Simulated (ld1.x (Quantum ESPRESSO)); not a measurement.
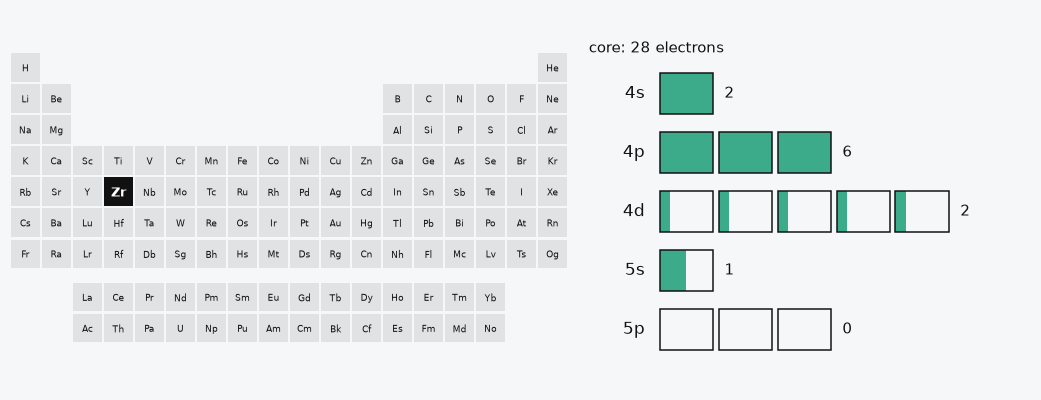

*Left, the place of zirconium in the periodic table; right, the valence shells of the reference configuration: a box for each of the 2l + 1 orbitals, shaded by the share of the shell that is filled, with the electron count at the right. The shells are those of the unaltered input.*

## Pseudopotential generation for Zr (part 1 of 2)

- system: zirconium (Zr, Z = 40), core [Ar] 3d10, reference valence 4s2 4p6 4d2 5s1 5p0 (an ion of charge +1), valence charge 12. (This line and the method describe the unaltered input from which the odd one was made.)
- method: PAW potential, LDA (PZ), scalar-relativistic, made with ld1.x (Quantum ESPRESSO) 7.5

### Input file
```
 &input
   title='Zr', zed=40., rel=2, dft='PZ', iswitch=3,
   config='[Kr] 4d2 5s1 5p0',
   nld=3, rlderiv=2.70, eminld=-7.0, emaxld=5.0, deld=0.02
 /
 &inputp
   pseudotype=3, lpaw=.true., tm=.true., lloc=-1, rcloc=1.65,
   nlcc=.true., new_core_ps=.true., rcore=1.70,
   which_augfun='BG', rmatch_augfun=1.30,
   file_pseudopw='Zr.UPF', file_wfcaegen='ae.wfc', file_wfcncgen='nc.wfc', file_beta='beta', file_chi='chi', file_wfcusgen='us.wfc'
 /
6
4S  1  0   2.00   0.00  1.65  2.20  0.0
5S  2  0   1.00   0.00  1.65  2.20  0.0
4P  2  1   6.00   0.00  2.40  2.50  0.0
5P  3  1   0.00   0.00  2.40  2.50  0.0
4D  3  2   2.00   0.00  1.60  2.20  0.0
4D  3  2   0.00   0.90  1.60  2.20  0.0
 &test
   configts(1)='4s2 4p6 4d2 5s1 5p0'
 /
```

Hardware: 1 CPU thread, shared host.

Command:
```bash
ld1.x < Zr.in > Zr.out
```

### Log
```
     Program LD1 v.7.5
     --------------------------- All-electron run ----------------------------

     Zr
     dirac relativistic calculation

     atomic number is 40.00
     dft =PZ   lsd =0 sic =0 latt =0  beta=0.20 tr2=1.0E-14
     Exchange-correlation= PZ
                           (   1   1   0   0   0   0   0)
     mesh =1225 r(mesh) = 100.59681 a.u. xmin = -7.00 dx = 0.01250
     1 Ry =  13.60569312 eV, c = 137.03599908

     n l j   nl                  e(Ry)          e(Ha)          e(eV)
     Spin orbit split results
     1 0 0.5 1S 1( 2.00)     -1308.1292      -654.0646    -17798.0047
     2 0 0.5 2S 1( 2.00)      -181.6856       -90.8428     -2471.9580
     2 1 0.5 2P 1( 2.00)      -166.4824       -83.2412     -2265.1089
     2 1 1.5 2P 1( 4.00)      -160.1831       -80.0915     -2179.4017
     3 0 0.5 3S 1( 2.00)       -30.1423       -15.0711      -410.1066
     3 1 0.5 3P 1( 2.00)       -24.4799       -12.2399      -333.0656
     3 1 1.5 3P 1( 4.00)       -23.4754       -11.7377      -319.3994
     4 0 0.5 4S 1( 2.00)        -4.4966        -2.2483       -61.1796
     4 1 0.5 4P 1( 2.00)        -2.9702        -1.4851       -40.4113
     4 1 1.5 4P 1( 4.00)        -2.8375        -1.4187       -38.6060
     3 2 1.5 3D 1( 4.00)       -13.4514        -6.7257      -183.0154
     3 2 2.5 3D 1( 6.00)       -13.2677        -6.6339      -180.5165
     4 2 1.5 4D 1( 2.00)        -0.7523        -0.3761       -10.2354
     4 2 2.5 4D 1( 0.00)        -0.7419        -0.3710       -10.0942
     5 0 0.5 5S 1( 1.00)        -0.7501        -0.3751       -10.2061
     5 1 0.5 5P 1( 0.00)        -0.4811        -0.2405        -6.5451
     5 1 1.5 5P 1( 0.00)        -0.4684        -0.2342        -6.3734
     Averaged results
     1 0     1S 1( 2.00)     -1308.1292      -654.0646    -17798.0047
     2 0     2S 1( 2.00)      -181.6856       -90.8428     -2471.9580
     2 1     2P 1( 6.00)      -162.2829       -81.1414     -2207.9708
     3 0     3S 1( 2.00)       -30.1423       -15.0711      -410.1066
     3 1     3P 1( 6.00)       -23.8102       -11.9051      -323.9548
     4 0     4S 1( 2.00)        -4.4966        -2.2483       -61.1796
     4 1     4P 1( 6.00)        -2.8817        -1.4409       -39.2078
     3 2     3D 1(10.00)       -13.3412        -6.6706      -181.5160
     4 2     4D 1( 2.00)        -0.7461        -0.3730       -10.1506
     5 0     5S 1( 1.00)        -0.7501        -0.3751       -10.2061
     5 1     5P 1( 0.00)        -0.4726        -0.2363        -6.4307

     final scf error:  8.8E-15 reached in  33 iterations

     Etot =   -7189.513520 Ry,   -3594.756760 Ha,  -97818.314660 eV

     Ekin =    7427.651696 Ry,    3713.825848 Ha,  101058.349601 eV
     Encl =  -17339.969296 Ry,   -8669.984648 Ha, -235922.301005 eV
     Eh   =    2942.651875 Ry,    1471.325938 Ha,   40036.818381 eV
     Exc  =    -219.847795 Ry,    -109.923898 Ha,   -2991.181637 eV

     normalization and overlap integrals

     s(1S/1S) =  1.000000  <r> =   0.0371  <r2> =    0.0019  r(max) =   0.0241
     s(2S/2S) =  1.000000  <r> =   0.1625  <r2> =    0.0312  r(max) =   0.1368
     s(2P/2P) =  1.000000  <r> =   0.1387  <r2> =    0.0236  r(max) =   0.1066
     s(2P/2P) =  1.000000  <r> =   0.1431  <r2> =    0.0250  r(max) =   0.1107
     s(3S/3S) =  1.000000  <r> =   0.4592  <r2> =    0.2420  r(max) =   0.4111
     s(3P/3P) =  1.000000  <r> =   0.4555  <r2> =    0.2422  r(max) =   0.3960
     s(3P/3P) =  1.000000  <r> =   0.4661  <r2> =    0.2533  r(max) =   0.4060
     s(4S/4S) =  1.000000  <r> =   1.2119  <r2> =    1.6678  r(max) =   1.0764
     s(4P/4P) =  1.000000  <r> =   1.3465  <r2> =    2.0835  r(max) =   1.1602
     s(4P/4P) =  1.000000  <r> =   1.3783  <r2> =    2.1833  r(max) =   1.1896
     s(3D/3D) =  1.000000  <r> =   0.4507  <r2> =    0.2460  r(max) =   0.3451
     s(3D/3D) =  1.000000  <r> =   0.4543  <r2> =    0.2497  r(max) =   0.3495
     s(4D/4D) =  1.000000  <r> =   2.1333  <r2> =    5.5247  r(max) =   1.5859
     s(4D/4D) =  1.000000  <r> =   2.1535  <r2> =    5.6302  r(max) =   1.6058
     s(5S/5S) =  1.000000  <r> =   3.3945  <r2> =   12.9948  r(max) =   2.9628
     s(5P/5P) =  1.000000  <r> =   4.1611  <r2> =   19.5847  r(max) =   3.6187
     s(5P/5P) =  1.000000  <r> =   4.2404  <r2> =   20.3280  r(max) =   3.7103

     ------------------------ End of All-electron run ------------------------

     --------------------- Generating PAW atomic setup --------------------

      Generating local potential from pseudized AE potential:
      Matching radius rcloc =   1.6500

      Local pseudo, rcloc= 1.667 Estimated cut-off energy=     8.71 Ry

      Computing core charge for nlcc:

       r > 1.71 : true rho core
      Core charge pseudized with two Bessel functions
      Integrated core pseudo-charge :   0.24

     Fully relativistic calculation: |psi|^2

     Wfc 4S LC norm =  0.99976183 SC norm =  0.00023811 missing  0.00000006
     Speed at rcutus      0.443 a.u.,  v/c =  0.003234,  (v/c)^2 = -0.00001046

     Wfc 5S LC norm =  0.99996454 SC norm =  0.00003275 missing  0.00000271
     Speed at rcutus      0.577 a.u.,  v/c =  0.004214,  (v/c)^2 =  0.00001776

     Wfc 4P LC norm =  0.99980513 SC norm =  0.00019479 missing  0.00000008
     Speed at rcutus      0.306 a.u.,  v/c =  0.002230,  (v/c)^2 = -0.00000497

     Wfc 4P LC norm =  0.99981283 SC norm =  0.00018687 missing  0.00000030
     Speed at rcutus      0.308 a.u.,  v/c =  0.002248,  (v/c)^2 = -0.00000505

     Wfc 5P LC norm =  0.99997588 SC norm =  0.00002351 missing  0.00000061
     Speed at rcutus      0.440 a.u.,  v/c =  0.003209,  (v/c)^2 =  0.00001030

     Wfc 5P LC norm =  0.99997660 SC norm =  0.00001934 missing  0.00000406
     Speed at rcutus      0.417 a.u.,  v/c =  0.003045,  (v/c)^2 =  0.00000927

     Wfc 4D LC norm =  0.99991555 SC norm =  0.00008441 missing  0.00000004
     Speed at rcutus      0.750 a.u.,  v/c =  0.005476,  (v/c)^2 =  0.00002999

     Wfc 4D LC norm =  0.99991703 SC norm =  0.00007918 missing  0.00000379
     Speed at rcutus      0.755 a.u.,  v/c =  0.005506,  (v/c)^2 =  0.00003032
      Wfc-us  4S rcutus= 2.195  Estimated cut-off energy=    11.70 Ry
      Wfc-us  5S rcutus= 2.195  Estimated cut-off energy=    24.06 Ry
      Wfc-us  4P rcutus= 2.487  Estimated cut-off energy=    14.11 Ry
      Wfc-us  4P rcutus= 2.487  Estimated cut-off energy=    14.05 Ry
      Wfc-us  5P rcutus= 2.487  Estimated cut-off energy=    26.69 Ry
      Wfc-us  5P rcutus= 2.487  Estimated cut-off energy=    26.57 Ry
      Wfc-us  4D rcutus= 2.195  Estimated cut-off energy=    23.70 Ry
      Wfc-us  4D rcutus= 2.195  Estimated cut-off energy=    23.68 Ry
      Wfc-us  4D rcutus= 2.195  Estimated cut-off energy=    36.94 Ry
      Wfc-us  4D rcutus= 2.195  Estimated cut-off energy=    36.55 Ry

     Required augmentation: BG   radius:    1.300000
     Message from routine us2paw:
     WARNING: using Bloechl style augmentation functions is not a good idea, as analytical overlap are not implemented in pwscf: use BESSEL or GAUSS instead.
     Message from routine us2paw:
     WARNING: using Bloechl style augmentation functions is not a good idea, as analytical overlap are not implemented in pwscf: use BESSEL or GAUSS instead.
     Message from routine us2paw:
     WARNING: using Bloechl style augmentation functions is not a good idea, as analytical overlap are not implemented in pwscf: use BESSEL or GAUSS instead.
     Message from routine us2paw:
     WARNING: using Bloechl style augmentation functions is not a good idea, as analytical overlap are not implemented in pwscf: use BESSEL or GAUSS instead.
     Message from routine us2paw:
     WARNING: using Bloechl style augmentation functions is not a good idea, as analytical overlap are not implemented in pwscf: use BESSEL or GAUSS instead.
     Message from routine us2paw:
     WARNING: using Bloechl style augmentation functions is not a good idea, as analytical overlap are not implemented in pwscf: use BESSEL or GAUSS instead.
     Message from routine us2paw:
     WARNING: using Bloechl style augmentation functions is not a good idea, as analytical overlap are not implemented in pwscf: use BESSEL or GAUSS instead.
     Message from routine us2paw:
     WARNING: using Bloechl style augmentation functions is not a good idea, as analytical overlap are not implemented in pwscf: use BESSEL or GAUSS instead.
     Message from routine us2paw:
     WARNING: using Bloechl style augmentation functions is not a good idea, as analytical overlap are not implemented in pwscf: use BESSEL or GAUSS instead.
     Message from routine us2paw:
     WARNING: using Bloechl style augmentation functions is not a good idea, as analytical overlap are not implemented in pwscf: use BESSEL or GAUSS instead.
     Message from routine us2paw:
     WARNING: using Bloechl style augmentation functions is not a good idea, as analytical overlap are not implemented in pwscf: use BESSEL or GAUSS instead.
     Message from routine us2paw:
     WARNING: using Bloechl style augmentation functions is not a good idea, as analytical overlap are not implemented in pwscf: use BESSEL or GAUSS instead.
     Message from routine us2paw:
     WARNING: using Bloechl style augmentation functions is not a good idea, as analytical overlap are not implemented in pwscf: use BESSEL or GAUSS instead.
     Message from routine us2paw:
     WARNING: using Bloechl style augmentation functions is not a good idea, as analytical overlap are not implemented in pwscf: use BESSEL or GAUSS instead.
     Message from routine us2paw:
     WARNING: using Bloechl style augmentation functions is not a good idea, as analytical overlap are not implemented in pwscf: use BESSEL or GAUSS instead.
     Message from routine us2paw:
     WARNING: using Bloechl style augmentation functions is not a good idea, as analytical overlap are not implemented in pwscf: use BESSEL or GAUSS instead.
     Message from routine us2paw:
     WARNING: using Bloechl style augmentation functions is not a good idea, as analytical overlap are not implemented in pwscf: use BESSEL or GAUSS instead.
     Message from routine us2paw:
     WARNING: using Bloechl style augmentation functions is not a good idea, as analytical overlap are not implemented in pwscf: use BESSEL or GAUSS instead.
     Message from routine us2paw:
     WARNING: using Bloechl style augmentation functions is not a good idea, as analytical overlap are not implemented in pwscf: use BESSEL or GAUSS instead.
     Message from routine us2paw:
     WARNING: using Bloechl style augmentation functions is not a good idea, as analytical overlap are not implemented in pwscf: use BESSEL or GAUSS instead.
     Message from routine us2paw:
     WARNING: using Bloechl style augmentation functions is not a good idea, as analytical overlap are not implemented in pwscf: use BESSEL or GAUSS instead.
     Message from routine us2paw:
     WARNING: using Bloechl style augmentation functions is not a good idea, as analytical overlap are not implemented in pwscf: use BESSEL or GAUSS instead.
     Message from routine us2paw:
     WARNING: using Bloechl style augmentation functions is not a good idea, as analytical overlap are not implemented in pwscf: use BESSEL or GAUSS instead.
     Message from routine us2paw:
     WARNING: using Bloechl style augmentation functions is not a good idea, as analytical overlap are not implemented in pwscf: use BESSEL or GAUSS instead.
     Message from routine us2paw:
     WARNING: using Bloechl style augmentation functions is not a good idea, as analytical overlap are not implemented in pwscf: use BESSEL or GAUSS instead.
     Message from routine us2paw:
     WARNING: using Bloechl style augmentation functions is not a good idea, as analytical overlap are not implemented in pwscf: use BESSEL or GAUSS instead.
     Gaussians generated with zeta:    18.308524

     Estimated PAW energy = -298.497186 Ryd

     The PAW screened D coefficients
     4.36819     4.64086     0.00000     0.00000     0.00000     0.00000
     0.00000     0.00000     0.00000     0.00000
     4.64086     3.32725     0.00000     0.00000     0.00000     0.00000
     0.00000     0.00000     0.00000     0.00000
     0.00000     0.00000    -1.04987     0.00000     1.36379     0.00000
     0.00000     0.00000     0.00000     0.00000
     0.00000     0.00000     0.00000    -0.80335     0.00000     1.32257
     0.00000     0.00000     0.00000     0.00000
     0.00000     0.00000     1.36379     0.00000     1.26735     0.00000
     0.00000     0.00000     0.00000     0.00000
     0.00000     0.00000     0.00000     1.32257     0.00000     1.16107
     0.00000     0.00000     0.00000     0.00000
     0.00000     0.00000     0.00000     0.00000     0.00000     0.00000
    -0.07511     0.00000     0.02433     0.00000
     0.00000     0.00000     0.00000     0.00000     0.00000     0.00000
     0.00000    -0.06243     0.00000     0.02765
     0.00000     0.00000     0.00000     0.00000     0.00000     0.00000
     0.02433     0.00000     0.03123     0.00000
     0.00000     0.00000     0.00000     0.00000     0.00000     0.00000
     0.00000     0.02765     0.00000     0.03975

     The PAW descreened D coefficients (US)
     1.48055    -3.82064     0.00000     0.00000     0.00000     0.00000
     0.00000     0.00000     0.00000     0.00000
    -3.82064    -4.32198     0.00000     0.00000     0.00000     0.00000
     0.00000     0.00000     0.00000     0.00000
     0.00000     0.00000     9.63707     0.00000    -4.07875     0.00000
     0.00000     0.00000     0.00000     0.00000
     0.00000     0.00000     0.00000     8.84929     0.00000    -3.83287
     0.00000     0.00000     0.00000     0.00000
     0.00000     0.00000    -4.07875     0.00000    -8.00189     0.00000
     0.00000     0.00000     0.00000     0.00000
     0.00000     0.00000     0.00000    -3.83287     0.00000    -7.09744
     0.00000     0.00000     0.00000     0.00000
     0.00000     0.00000     0.00000     0.00000     0.00000     0.00000
     2.05209     0.00000     1.42763     0.00000
     0.00000     0.00000     0.00000     0.00000     0.00000     0.00000
     0.00000     1.95206     0.00000     1.41851
     0.00000     0.00000     0.00000     0.00000     0.00000     0.00000
     1.42763     0.00000     0.85695     0.00000
     0.00000     0.00000     0.00000     0.00000     0.00000     0.00000
     0.00000     1.41851     0.00000     0.92716

     ------------------- End of pseudopotential generation -------------------
```

(Continued in part 2.) Outcome of the run: generated; the input is odd on purpose.
